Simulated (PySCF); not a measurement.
# C₂H₃B: electronic excitations and core binding energies

Aim: predict the electronic excitations and core binding energies of C₂H₃B (`BC#C`).

The runs use PySCF 2.14.0, with density-fitted response routines of our own; the level of theory stands in each step. All values are computed, except where a source is named. Atoms are numbered from 0 throughout.

**1. Starting geometry**

6 atoms, charge 0, multiplicity 1; geometry from: GFN2-xTB.

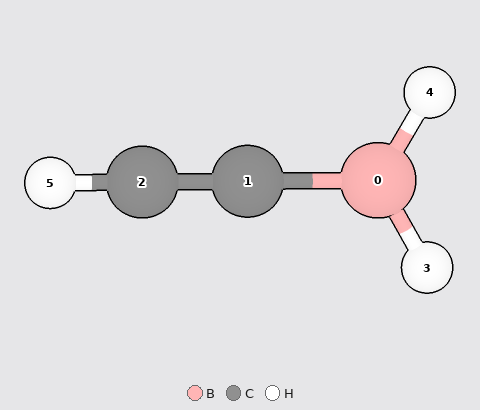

The starting geometry (boron pink, carbon grey, hydrogen white), atoms numbered; sticks join atoms by distance.

**2. Ultraviolet spectrum: B3LYP/def2-SVPD**

What the job is given:

```
{"job": {"kind": "uv", "xc": "B3LYP", "basis": "def2-SVPD", "nstates": 8, "ntriplets": 3}, "charge": 0, "multiplicity": 1}
B     -1.082188    -0.268086    -0.209451
C      0.346496     0.085342     0.062708
C      1.498209     0.371292     0.283730
H     -1.697334     0.375147    -0.968354
H     -1.565085    -1.182353     0.337613
H      2.503024     0.620648     0.472179
```

With the program's defaults for keys left out, this is: TDDFT B3LYP/def2-SVPD, vertical, gas phase, core orbitals frozen in the response.

The program printed:

```text
coarse grid: 5120 points
cycle   1  E = -102.6607533874  dE =  1.514e-01  |g| = 2.975e-01  |ddm| = 9.865e+00
cycle   2  E = -102.6420112975  dE =  1.874e-02  |g| = 3.958e-01  |ddm| = 2.221e+00
cycle   3  E = -102.6814838950  dE = -3.947e-02  |g| = 1.414e-01  |ddm| = 5.916e-01
cycle   4  E = -102.6866252692  dE = -5.141e-03  |g| = 2.706e-02  |ddm| = 1.689e-01
cycle   5  E = -102.6868541709  dE = -2.289e-04  |g| = 5.412e-03  |ddm| = 5.159e-02
cycle   6  E = -102.6868653952  dE = -1.122e-05  |g| = 6.536e-04  |ddm| = 2.311e-02
cycle   7  E = -102.6868655438  dE = -1.485e-07  |g| = 1.053e-04  |ddm| = 1.986e-03
final grid: 49744 points
cycle   8  E = -102.7105925512  dE = -1.595e-05  |g| = 2.011e-03  |ddm| = 8.524e-02
cycle   9  E = -102.7105925717  dE = -2.048e-08  |g| = 2.075e-03  |ddm| = 8.525e-03
cycle  10  E = -102.7105939084  dE = -1.337e-06  |g| = 2.667e-04  |ddm| = 3.972e-03
cycle  11  E = -102.7105939186  dE = -1.023e-08  |g| = 2.124e-04  |ddm| = 6.757e-04
cycle  12  E = -102.7105939308  dE = -1.216e-08  |g| = 4.259e-05  |ddm| = 2.280e-04
cycle  13  E = -102.7105939313  dE = -4.651e-10  |g| = 2.900e-06  |ddm| = 9.898e-05
converged SCF energy = -102.7105939313

Static polarisability (au): isotropic 37.805, principal 26.180 29.992 57.241

Singlet excitations
state   eV       nm        f      main configurations
  1   3.8274    323.9   0.00000   H->L 0.99
  2   5.4912    225.8   0.08342   H-1->L 0.84, H->L+1 0.15
  3   6.3182    196.2   0.00000   H-2->L 0.98
  4   6.9925    177.3   0.01226   H-3->L 0.99
  5   7.4338    166.8   0.00000   H-1->L+1 0.98
  6   7.5433    164.4   0.01097   H->L+2 0.98
  7   8.1355    152.4   0.54605   H->L+1 0.62, H-1->L+4 0.23, H-1->L 0.11
  8   8.1980    151.2   0.00004   H->L+4 0.97

Triplet excitations (Tamm-Dancoff, eV): 3.5006 3.9378 5.6720
```

Run time: 2.1 s. Hardware: 1 thread, shared host.

The orbitals next to the gap, with their largest atomic shares:

```tsv
orbital	eV	atoms
HOMO−3	-11.06	B0 43 %, C1 20 %, H4 16 %
HOMO−2	-10.43	B0 41 %, H3 18 %, H4 18 %
HOMO−1	-8.71	C1 44 %, C2 40 %, B0 11 %
HOMO	-7.90	C2 40 %, C1 35 %, B0 11 %
LUMO	-2.60	B0 42 %, C1 21 %, C2 20 %
LUMO+1	0.50	C2 36 %, C1 34 %, H5 11 %
LUMO+2	0.57	B0 55 %, C2 22 %, C1 8 %
```

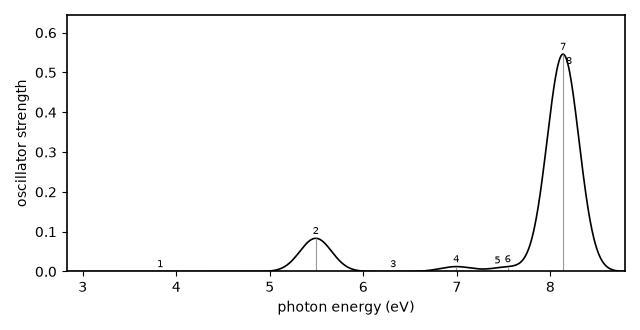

Absorption spectrum from the 8 singlet states computed; above the last one it falls off for lack of states. Lines are broadened to a width of 0.40 eV (Gaussian).

Ground-state properties from the same run:

```tsv
property	computed
dipole moment (D)	0.96
polarisability (Å³)	5.60
HOMO–LUMO gap (eV)	5.30
−ε(HOMO) (eV)	7.90
```

**3. Core-electron binding energies: SCAN, X2C**

Same as in step 2 but for these lines:

```diff
@@ -1,2 +1,2 @@
-{"job": {"kind": "uv", "xc": "B3LYP", "basis": "def2-SVPD", "nstates": 8, "ntriplets": 3}, "charge": 0, "multiplicity": 1}
+{"job": {"kind": "xps"}, "charge": 0, "multiplicity": 1}
 B     -1.082188    -0.268086    -0.209451
```

Method: delta-SCF UKS SCAN, pcX-2 on the ionised atom, pcseg-1 elsewhere, spin-free X2C.

The program printed:

```text
ground state, core basis on atom 0 (B), 88 functions
  cycle   1  E = -102.70594728  |g| = 3.41e-01
  cycle   2  E = -102.66654159  |g| = 4.95e-01
  cycle   3  E = -102.72716118  |g| = 2.17e-01
  cycle   4  E = -102.74051488  |g| = 3.46e-02
  cycle   5  E = -102.74091638  |g| = 9.57e-03
  cycle   6  E = -102.74094752  |g| = 1.44e-03
  cycle   7  E = -102.74094747  |g| = 3.38e-04
  E(ground) = -102.74365429 Eh
hole in B 1s of atom 0
  cycle   1  E = -95.11601469  |g| = 1.15e+00
  cycle   2  E = -93.76011063  |g| = 1.74e+00
  cycle   3  E = -95.20814134  |g| = 6.68e-01
  cycle   4  E = -95.43536626  |g| = 3.66e-01
  cycle   5  E = -95.50223717  |g| = 1.82e-01
  cycle   6  E = -95.52069764  |g| = 2.56e-02
  cycle   7  E = -95.52144350  |g| = 2.03e-02
  cycle   8  E = -95.52205126  |g| = 1.45e-02
  cycle   9  E = -95.52265962  |g| = 1.62e-02
  cycle  10  E = -95.52282546  |g| = 1.44e-02
  cycle  11  E = -95.52314418  |g| = 1.11e-02
  cycle  12  E = -95.52325753  |g| = 4.48e-03
  cycle  13  E = -95.52323839  |g| = 3.76e-03
  cycle  14  E = -95.52327738  |g| = 6.82e-04
  cycle  15  E = -95.52327575  |g| = 1.11e-03
  cycle  16  E = -95.52327770  |g| = 3.48e-04
  E(ion) = -95.52618243 Eh   <S^2> = 1.0463   hole on atom = 1.000   binding energy = 196.397 eV
ground state, core basis on atom 1 (C), 88 functions
  cycle   1  E = -102.75314385  |g| = 5.94e-02
  cycle   2  E = -102.75225879  |g| = 6.03e-02
  cycle   3  E = -102.75226631  |g| = 5.96e-02
  cycle   4  E = -102.75327365  |g| = 1.36e-03
  cycle   5  E = -102.75327346  |g| = 5.33e-04
  cycle   6  E = -102.75327433  |g| = 7.52e-05
  E(ground) = -102.75589018 Eh
hole in C 1s of atom 1
  cycle   1  E = -91.50975829  |g| = 1.50e+00
  cycle   2  E = -90.67594151  |g| = 1.87e+00
  cycle   3  E = -91.70463855  |g| = 8.81e-01
  cycle   4  E = -92.01085160  |g| = 3.05e-01
  cycle   5  E = -92.06468389  |g| = 7.52e-02
  cycle   6  E = -92.06854104  |g| = 1.49e-02
  cycle   7  E = -92.06895492  |g| = 8.46e-03
  cycle   8  E = -92.06919933  |g| = 5.62e-03
  cycle   9  E = -92.06934742  |g| = 2.80e-03
  cycle  10  E = -92.06936043  |g| = 9.06e-04
  cycle  11  E = -92.06936139  |g| = 4.30e-04
  E(ion) = -92.07037798 Eh   <S^2> = 0.8465   hole on atom = 1.000   binding energy = 290.768 eV
ground state, core basis on atom 2 (C), 88 functions
  cycle   1  E = -102.75277676  |g| = 6.41e-02
  cycle   2  E = -102.75090164  |g| = 8.94e-02
  cycle   3  E = -102.75234114  |g| = 4.98e-02
  cycle   4  E = -102.75302604  |g| = 7.82e-03
  cycle   5  E = -102.75304589  |g| = 7.61e-04
  cycle   6  E = -102.75304625  |g| = 1.09e-04
  E(ground) = -102.75546286 Eh
hole in C 1s of atom 2
  cycle   1  E = -91.48794206  |g| = 1.50e+00
  cycle   2  E = -90.43315081  |g| = 1.93e+00
  cycle   3  E = -91.76421766  |g| = 7.60e-01
  cycle   4  E = -91.96297370  |g| = 4.22e-01
  cycle   5  E = -92.05079219  |g| = 1.03e-01
  cycle   6  E = -92.05827181  |g| = 1.87e-02
  cycle   7  E = -92.05889070  |g| = 1.10e-02
  cycle   8  E = -92.05923304  |g| = 7.45e-03
  cycle   9  E = -92.05944741  |g| = 4.17e-03
  cycle  10  E = -92.05948027  |g| = 1.14e-03
  cycle  11  E = -92.05948325  |g| = 4.71e-04
  E(ion) = -92.06101529 Eh   <S^2> = 0.8680   hole on atom = 1.000   binding energy = 291.011 eV
```

Wall time 4.3 s (1 thread, shared host).

Binding energies by hole, beside the orbital energy of the ground state; the difference holds orbital relaxation and, for a density functional, its self-interaction error:

```tsv
hole	stands for	environment	ΔSCF (eV)	−ε (eV)	⟨S²⟩
B1s on B0	B0	boron bonded to C, 2 H	196.40 (doubtful)	180.6	1.046
C1s on C1	C1	alkyne carbon	290.77	273.6	0.847
C1s on C2	C2	terminal alkyne carbon	291.01 (doubtful)	274.2	0.868
```

Doubtful: the ion did not converge, its hole moved, or its ⟨S²⟩ is well above 0.75.

**4. Summary of results**

| quantity | value |
| --- | --- |
| lowest singlet (B3LYP/def2-SVPD) | 3.83 eV (324 nm), f = 0.000 |
| brightest single state of those computed | state 7, 8.14 eV, f = 0.546 |
| lowest triplet | 3.50 eV |
| C1s binding energies, SCAN/pcX-2 (standing for 1 of 2 atoms) | C1 290.77 eV |

The first singlet state (HOMO→LUMO 0.99) lies at 3.83 eV and is dark; of the 8 states computed, the strongest absorption comes from state 7 at 8.14 eV. The lowest triplet lies 0.33 eV below the lowest singlet (triplets in Tamm-Dancoff, singlets in full TDDFT). States above −ε(HOMO) lie where TDDFT describes them poorly and they hang on the basis; the brightest is among them.
